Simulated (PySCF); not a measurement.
# Lu(SH)3: how settings move a single point

Which settings matter for Lu(SH)3? Each run alters one on purpose. The structure is generated, not taken from experiment.

Method: PBE0, Lu lcecp-1-SVP with ECP60, S def2-SVP, H def2-SVP; scalar-relativistic core potentials, no spin–orbit coupling; program: PySCF 2.14.0.

1 further run of the same task is left out (for a known fault of the program).

## (1) The system as given

7 atoms, charge 0, spin multiplicity 1.

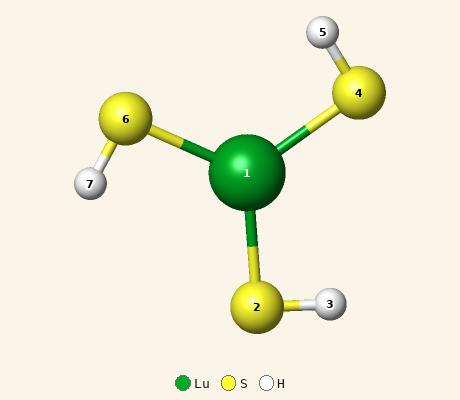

The structure; lutetium green, sulfur yellow, hydrogen white; atoms are numbered from 1 in the order of the file.

As a file:

```mol
H3LuS3
  3D, bonds by distance, orders not assigned

  7  6  0  0  0  0  0  0  0  0999 V2000
   -0.0000   -0.0000    0.8438 Lu  0  0
    2.4847   -0.4378    0.8538 S   0  0
    2.8028    0.8786    0.9048 H   0  0
   -0.8632    2.3707    0.8538 S   0  0
   -2.1623    1.9880    0.9048 H   0  0
   -1.6215   -1.9329    0.8538 S   0  0
   -0.6405   -2.8666    0.9048 H   0  0
  1  2  8  0
  1  4  8  0
  1  6  8  0
  2  3  8  0
  4  5  8  0
  6  7  8  0
M  END
```

Formal oxidation states: Lu +3. Each metal's 14 4f electrons lie in its core potential, so multiplicities, spins and levels count the valence alone. An earlier session relaxed this geometry at PBE0, Lu lcecp-1-SVP with ECP60, S def2-SVP, H def2-SVP (singlet, point group C3).

The sound run used a (50, 194) grid (finer on f atoms), a threshold of 1e-8 and at most 55 cycles, and ended at -1235.728782 Eh.

## (2) Try 1

Input file run.py (the lines that set the calculation):

```python
mol = gto.M(atom='''
Lu     0.00000     0.00000     0.84381
S      2.48471    -0.43780     0.85384
H      2.80277     0.87863     0.90483
S     -0.86320     2.37072     0.85384
H     -2.16230     1.98796     0.90483
S     -1.62150    -1.93292     0.85384
H     -0.64047    -2.86659     0.90483''',
    basis={'Lu': 'lcecp-1-SVP', 'S': 'def2-SVP', 'H': 'def2-SVP'},
    ecp={'Lu': 'lcecp-1-SVP'},
    charge=0, spin=0)
mf = dft.RKS(mol, xc='PBE0')
mf.grids.atom_grid = (30, 86)  # f atoms: unpruned
mf = mf.density_fit()  # fitting sets: Lu AutoAux, S def2-universal-JKFIT, H def2-universal-JKFIT
mf.conv_tol = 1e-08; mf.max_cycle = 55
mf.kernel(dm0)  # dm0: free metal ions and neutral atoms
```

Command:

```sh
OMP_NUM_THREADS=2 python run.py
```

Standard output:

```text
init E= -1249.61987360701
  HOMO = -0.249177980721494  LUMO = -0.12957306807165  gap/eV = 3.25462
cycle= 1 E= -1235.61571607202  delta_E=   14  |g|= 0.786  |ddm|= 3.18
  HOMO = -0.314942672065124  LUMO = -0.0500400854939116  gap/eV = 7.20837
cycle= 2 E= -1235.5891136766  delta_E= 0.0266  |g|= 0.633  |ddm|= 1.83
  HOMO = -0.274323770816727  LUMO = -0.110547441689469  gap/eV = 4.45658
cycle= 3 E= -1235.71147452703  delta_E= -0.122  |g|= 0.207  |ddm|= 1.25
  HOMO = -0.274931746760339  LUMO = -0.0844454994561694  gap/eV = 5.18339
cycle= 4 E= -1235.72729087464  delta_E= -0.0158  |g|= 0.0222  |ddm|= 0.355
  HOMO = -0.278793794044604  LUMO = -0.089181194032971  gap/eV = 5.15962
cycle= 5 E= -1235.72746334465  delta_E= -0.000172  |g|= 0.00382  |ddm|= 0.0431
  HOMO = -0.278233137105746  LUMO = -0.0887341079020132  gap/eV = 5.15653
cycle= 6 E= -1235.72746783376  delta_E= -4.49e-06  |g|= 0.00103  |ddm|= 0.00629
  HOMO = -0.278289281060568  LUMO = -0.0887443592267729  gap/eV = 5.15778
cycle= 7 E= -1235.72746818184  delta_E= -3.48e-07  |g|= 0.000157  |ddm|= 0.0013
  HOMO = -0.278277113833124  LUMO = -0.0887326688289001  gap/eV = 5.15777
cycle= 8 E= -1235.72746819096  delta_E= -9.12e-09  |g|= 4.98e-05  |ddm|= 0.000265
  HOMO = -0.278277015694798  LUMO = -0.0887453227033248  gap/eV = 5.15742
Extra cycle  E= -1235.72746819087  delta_E= 8.69e-11  |g|= 5.38e-05  |ddm|= 0.000169
converged SCF energy = -1235.72746819087
```

Run time: 3.6 s. Hardware: 2 threads of Arm Neoverse V1, shared host.

Changed: the integration grid, to (30, 86). It converges in 8 cycles, +0.036 eV from the sound run, with a largest force component of 0.18 eV/Å. The setting is unsound, so these numbers aren't the compound's.

## (3) Try 2

Input file run.py (the lines that set the calculation):

```python
mol = gto.M(atom='''
Lu     0.00000     0.00000     0.88600
S      2.60894    -0.45969     0.89653
H      2.94291     0.92256     0.95007
S     -0.90636     2.48926     0.89653
H     -2.27042     2.08736     0.95007
S     -1.70258    -2.02956     0.89653
H     -0.67249    -3.00992     0.95007''',
    basis={'Lu': 'lcecp-1-SVP', 'S': 'def2-SVP', 'H': 'def2-SVP'},
    ecp={'Lu': 'lcecp-1-SVP'},
    charge=0, spin=0)
mf = dft.RKS(mol, xc='PBE0')
mf.grids.atom_grid = (50, 194)  # f atoms: unpruned, at least (60, 302)
mf = mf.density_fit()  # fitting sets: Lu AutoAux, S def2-universal-JKFIT, H def2-universal-JKFIT
mf.conv_tol = 1e-08; mf.max_cycle = 55
mf.kernel(dm0)  # dm0: free metal ions and neutral atoms
```

Command:

```sh
OMP_NUM_THREADS=2 python run.py
```

Standard output:

```text
init E= -1249.41004254033
  HOMO = -0.239145095771194  LUMO = -0.132495200900113  gap/eV = 2.90209
cycle= 1 E= -1235.60232167637  delta_E= 13.8  |g|= 0.789  |ddm|= 3.11
  HOMO = -0.315734244028454  LUMO = -0.0632747631305151  gap/eV = 6.86977
cycle= 2 E= -1235.57409816739  delta_E= 0.0282  |g|= 0.631  |ddm|= 1.85
  HOMO = -0.267263154509924  LUMO = -0.123580116292491  gap/eV = 3.90981
cycle= 3 E= -1235.69306732891  delta_E= -0.119  |g|= 0.234  |ddm|=  1.3
  HOMO = -0.270084573672323  LUMO = -0.094500507124291  gap/eV = 4.77789
cycle= 4 E= -1235.71396214606  delta_E= -0.0209  |g|= 0.0241  |ddm|= 0.408
  HOMO = -0.27396308665539  LUMO = -0.100096539620413  gap/eV = 4.73115
cycle= 5 E= -1235.7141779107  delta_E= -0.000216  |g|= 0.00416  |ddm|= 0.0496
  HOMO = -0.273358171575126  LUMO = -0.0994290632415975  gap/eV = 4.73285
cycle= 6 E= -1235.71418361402  delta_E= -5.7e-06  |g|= 0.0013  |ddm|= 0.00745
  HOMO = -0.27343652293519  LUMO = -0.0994629524910913  gap/eV = 4.73406
cycle= 7 E= -1235.71418419051  delta_E= -5.76e-07  |g|= 0.000187  |ddm|= 0.00167
  HOMO = -0.273421920687858  LUMO = -0.0994465739187831  gap/eV = 4.73411
cycle= 8 E= -1235.71418420428  delta_E= -1.38e-08  |g|= 6.36e-05  |ddm|= 0.000333
  HOMO = -0.273420916510249  LUMO = -0.099454000940721  gap/eV = 4.73388
cycle= 9 E= -1235.71418420596  delta_E= -1.68e-09  |g|= 1.08e-05  |ddm|= 0.00011
  HOMO = -0.273420865349431  LUMO = -0.0994574674562294  gap/eV = 4.73379
Extra cycle  E= -1235.71418420593  delta_E= 3.27e-11  |g|= 1.52e-05  |ddm|= 4.16e-05
converged SCF energy = -1235.71418420593
```

It took 5.1 s on 2 threads of Arm Neoverse V1, shared host.

Changed: the scale of all coordinates (1.05). It converges in 9 cycles, +0.397 eV from the sound run, with a largest force component of 1.80 eV/Å. The setting is unsound, so these numbers aren't the compound's.

## (4) Try 3

Input file run.py (the lines that set the calculation):

```python
mol = gto.M(atom='''
Lu     0.00000     0.00000     0.84381
S      2.48471    -0.43780     0.85384
H      2.80277     0.87863     0.90483
S     -0.86320     2.37072     0.85384
H     -2.16230     1.98796     0.90483
S     -1.62150    -1.93292     0.85384
H     -0.64047    -2.86659     0.90483''',
    basis={'Lu': 'lcecp-1-SVP', 'S': 'def2-SVP', 'H': 'def2-SVP'},
    ecp={'Lu': 'lcecp-1-SVP'},
    charge=5, spin=0)
mf = dft.RKS(mol, xc='PBE0')
mf.grids.atom_grid = (50, 194)  # f atoms: unpruned, at least (60, 302)
mf = mf.density_fit()  # fitting sets: Lu AutoAux, S def2-universal-JKFIT, H def2-universal-JKFIT
mf.conv_tol = 1e-08; mf.max_cycle = 75
mf.kernel(dm0)  # dm0: free metal ions and neutral atoms
```

Command:

```sh
OMP_NUM_THREADS=2 python run.py
```

Standard output:

```text
RuntimeError: Electron number 57 and spin 0 are not consistent
Note mol.spin = 2S = Nalpha - Nbeta, not 2S+1
```

Hardware: 2 threads of Arm Neoverse V1, shared host.

Changed: the charge (by +5); the cycle limit is 75. The program refuses it: the number of electrons and the spin don't fit.

## (5) Try 4

Edit run.py (the lines that set the calculation) of step 4 so:

```diff
@@ -10,3 +10,3 @@
     ecp={'Lu': 'lcecp-1-SVP'},
-    charge=5, spin=0)
+    charge=0, spin=0)
 mf = dft.RKS(mol, xc='PBE0')
@@ -14,3 +14,3 @@
 mf = mf.density_fit()  # fitting sets: Lu AutoAux, S def2-universal-JKFIT, H def2-universal-JKFIT
-mf.conv_tol = 1e-08; mf.max_cycle = 75
+mf.conv_tol = 1e-05; mf.max_cycle = 55
 mf.kernel(dm0)  # dm0: free metal ions and neutral atoms
```

Command:

```sh
OMP_NUM_THREADS=2 python run.py
```

Standard output:

```text
init E= -1249.62114827714
  HOMO = -0.249204123788202  LUMO = -0.129557455518302  gap/eV = 3.25575
cycle= 1 E= -1235.61727904468  delta_E=   14  |g|= 0.785  |ddm|= 3.18
  HOMO = -0.314767455223981  LUMO = -0.0500211240605744  gap/eV = 7.20411
cycle= 2 E= -1235.5907107524  delta_E= 0.0266  |g|= 0.633  |ddm|= 1.83
  HOMO = -0.274242328687365  LUMO = -0.110523248445947  gap/eV = 4.45502
cycle= 3 E= -1235.71277849349  delta_E= -0.122  |g|= 0.207  |ddm|= 1.25
  HOMO = -0.274877786931509  LUMO = -0.0844595063820215  gap/eV = 5.18155
cycle= 4 E= -1235.72860538069  delta_E= -0.0158  |g|= 0.0222  |ddm|= 0.355
  HOMO = -0.278725563466433  LUMO = -0.0891832339451248  gap/eV = 5.15771
cycle= 5 E= -1235.7287771195  delta_E= -0.000172  |g|= 0.0038  |ddm|= 0.0431
  HOMO = -0.278165881007456  LUMO = -0.0887343666286391  gap/eV = 5.15469
cycle= 6 E= -1235.72878158003  delta_E= -4.46e-06  |g|= 0.00103  |ddm|= 0.00627
  HOMO = -0.278268047519525  LUMO = -0.0887896173412202  gap/eV = 5.15597
Extra cycle  E= -1235.72878173093  delta_E= -1.51e-07  |g|= 0.000774  |ddm|= 0.00209
converged SCF energy = -1235.72878173093
```

Wall time 5 s (2 threads of Arm Neoverse V1, shared host).

Changed: the SCF threshold (1e-05). It converges in 6 cycles, at the sound run's energy within 0.001 eV, with a largest force component of 0.01 eV/Å. The result survives the change.

## (6) Try 5

Edit run.py (the lines that set the calculation) of step 5 so:

```diff
@@ -14,3 +14,3 @@
 mf = mf.density_fit()  # fitting sets: Lu AutoAux, S def2-universal-JKFIT, H def2-universal-JKFIT
-mf.conv_tol = 1e-05; mf.max_cycle = 55
-mf.kernel(dm0)  # dm0: free metal ions and neutral atoms
+mf.conv_tol = 1e-08; mf.max_cycle = 55
+mf.kernel(dm0)  # dm0: smeared density
```

Command:

```sh
OMP_NUM_THREADS=2 python run.py
```

Standard output:

```text
init E= -1235.68025298898
  HOMO = -0.279735492467096  LUMO = -0.0905406595052369  gap/eV = 5.14825
cycle= 1 E= -1235.72788596666  delta_E= -0.0476  |g|= 0.0473  |ddm|= 0.161
  HOMO = -0.2757648532497  LUMO = -0.0961516118755839  gap/eV = 4.88753
cycle= 2 E= -1235.72670151683  delta_E= 0.00118  |g|= 0.0755  |ddm|= 0.195
  HOMO = -0.277852752257502  LUMO = -0.0888134903511073  gap/eV = 5.14402
cycle= 3 E= -1235.72877924026  delta_E= -0.00208  |g|= 0.00301  |ddm|= 0.117
  HOMO = -0.278293846316551  LUMO = -0.0889477514299166  gap/eV = 5.15237
cycle= 4 E= -1235.72878155183  delta_E= -2.31e-06  |g|= 0.001  |ddm|= 0.00439
  HOMO = -0.278201558960736  LUMO = -0.0887407193200715  gap/eV = 5.15549
cycle= 5 E= -1235.72878193123  delta_E= -3.79e-07  |g|= 0.000118  |ddm|= 0.00179
  HOMO = -0.278209651731306  LUMO = -0.0887423980913482  gap/eV = 5.15567
cycle= 6 E= -1235.72878193614  delta_E= -4.91e-09  |g|= 2.76e-05  |ddm|= 0.000197
  HOMO = -0.278210307046217  LUMO = -0.0887390740178837  gap/eV = 5.15577
Extra cycle  E= -1235.72878193636  delta_E= -2.22e-10  |g|= 1.87e-05  |ddm|= 7.05e-05
converged SCF energy = -1235.72878193636
```

It took 4.6 s on 2 threads of Arm Neoverse V1, shared host.

Changed: the starting guess (smeared density). It converges in 6 cycles, at the sound run's energy within 0.001 eV, with a largest force component of 0.01 eV/Å. The result survives the change.

## (7) Try 6

Edit run.py (the lines that set the calculation) of step 6 so:

```diff
@@ -12,5 +12,5 @@
 mf = dft.RKS(mol, xc='PBE0')
-mf.grids.atom_grid = (50, 194)  # f atoms: unpruned, at least (60, 302)
+mf.grids.atom_grid = (15, 26)  # f atoms: unpruned
 mf = mf.density_fit()  # fitting sets: Lu AutoAux, S def2-universal-JKFIT, H def2-universal-JKFIT
 mf.conv_tol = 1e-08; mf.max_cycle = 55
-mf.kernel(dm0)  # dm0: smeared density
+mf.kernel(dm0)  # dm0: free metal ions and neutral atoms
```

Command:

```sh
OMP_NUM_THREADS=2 python run.py
```

Standard output:

```text
init E= -1249.51385353011
  HOMO = -0.246082209253537  LUMO = -0.131315737650329  gap/eV = 3.12295
cycle= 1 E= -1235.51737990092  delta_E=   14  |g|= 0.781  |ddm|= 3.16
  HOMO = -0.310086865424345  LUMO = -0.0512500026712495  gap/eV = 7.04331
cycle= 2 E= -1235.49159032185  delta_E= 0.0258  |g|= 0.628  |ddm|= 1.82
  HOMO = -0.270544071862299  LUMO = -0.111816245987981  gap/eV = 4.31920
cycle= 3 E= -1235.61264019352  delta_E= -0.121  |g|= 0.205  |ddm|= 1.24
  HOMO = -0.27180976763968  LUMO = -0.086146699065214  gap/eV = 5.05215
cycle= 4 E= -1235.62814725959  delta_E= -0.0155  |g|= 0.0214  |ddm|= 0.348
  HOMO = -0.275374173759609  LUMO = -0.0909574791880772  gap/eV = 5.01823
cycle= 5 E= -1235.62830766458  delta_E= -0.00016  |g|= 0.00386  |ddm|= 0.0419
  HOMO = -0.274914588821748  LUMO = -0.0905769078136593  gap/eV = 5.01608
cycle= 6 E= -1235.62831213509  delta_E= -4.47e-06  |g|= 0.00134  |ddm|= 0.00672
  HOMO = -0.27493180740049  LUMO = -0.0905795163146941  gap/eV = 5.01648
cycle= 7 E= -1235.62831271699  delta_E= -5.82e-07  |g|= 0.000301  |ddm|= 0.00205
  HOMO = -0.274939817684682  LUMO = -0.0905793694372008  gap/eV = 5.01670
cycle= 8 E= -1235.6283127467  delta_E= -2.97e-08  |g|= 0.000102  |ddm|= 0.000535
  HOMO = -0.27493299176654  LUMO = -0.09057991939288  gap/eV = 5.01650
cycle= 9 E= -1235.62831275024  delta_E= -3.54e-09  |g|= 2.32e-05  |ddm|= 0.000168
  HOMO = -0.274934021522077  LUMO = -0.0905872229055191  gap/eV = 5.01633
Extra cycle  E= -1235.6283127502  delta_E= 4.34e-11  |g|= 2.65e-05  |ddm|= 8.06e-05
converged SCF energy = -1235.6283127502
```

Run time: 3.4 s. Hardware: 2 threads of Arm Neoverse V1, shared host.

Changed: the integration grid, to (15, 26). It converges in 9 cycles, +2.734 eV from the sound run, with a largest force component of 1.40 eV/Å. The setting is unsound, so these numbers aren't the compound's.

## (8) Results

| run | changed | ending | energy change (eV) | cycles | time | usable |
| --- | --- | --- | --- | --- | --- | --- |
| 1 | the integration grid | converged | +0.036 | 8 | 3.6 s | no |
| 2 | the scale of all coordinates | converged | +0.397 | 9 | 5.1 s | no |
| 3 | the charge | refused | – | – | 0 s | no |
| 4 | the SCF threshold | converged | 0.000 | 6 | 5 s | yes |
| 5 | the starting guess | converged | 0.000 | 6 | 4.6 s | yes |
| 6 | the integration grid | converged | +2.734 | 9 | 3.4 s | no |

2 of 6 altered runs give a usable result. 3 ended normally with numbers unfit to quote.
